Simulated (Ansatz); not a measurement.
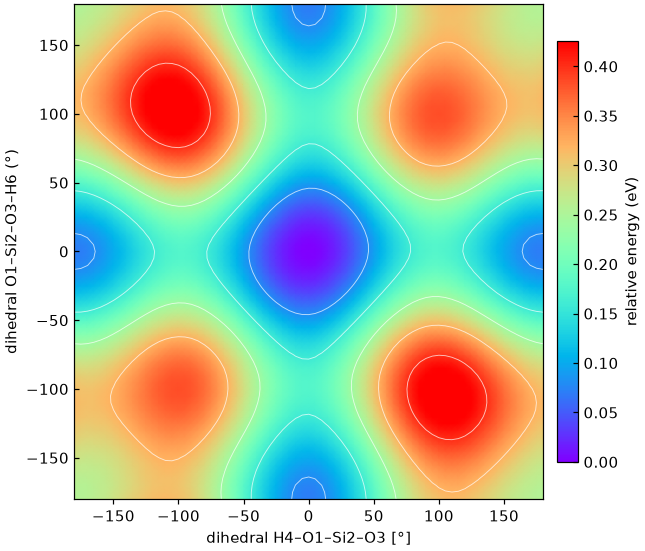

Energy landscape of H₃O₂Si, SMILES O[SiH+]O, charge +1. The first coordinate is: dihedral H4–O1–Si2–O3; the second: dihedral O1–Si2–O3–H6. Nothing is relaxed (all other coordinates rigid). The grid has 12 × 12 points; 43 points were computed and 101 follow by symmetry. Energies are in eV, from the lowest grid point. Method: RKS B3LYP-D4/def2-TZVP (Ansatz 0.2.0).

Drawn: a smooth colour map with a few white contour lines. Between grid points the surface is interpolated. 

Describe this landscape.

The lowest grid point is at dihedral H4–O1–Si2–O3 = 0°, dihedral O1–Si2–O3–H6 = 0°. There are further wells near dihedral H4–O1–Si2–O3 = −180°, dihedral O1–Si2–O3–H6 = 0° (0.070 eV above the lowest at that grid point); dihedral H4–O1–Si2–O3 = −180°, dihedral O1–Si2–O3–H6 = −180° (0.255 eV above the lowest at that grid point). The highest grid point, dihedral H4–O1–Si2–O3 = −90°, dihedral O1–Si2–O3–H6 = 90°, lies 0.426 eV above the lowest. On the interpolated surface the easiest way out of the lowest well to the well at dihedral H4–O1–Si2–O3 = −180°, dihedral O1–Si2–O3–H6 = 0° passes a barrier of about 0.18 eV. Round the minimum the two coordinates are weakly coupled (coupling −0.07 in units of the two stiffnesses).

Time for the 43 points that were run: 2.2 min on 1 thread of Arm Neoverse V2 (shared host).
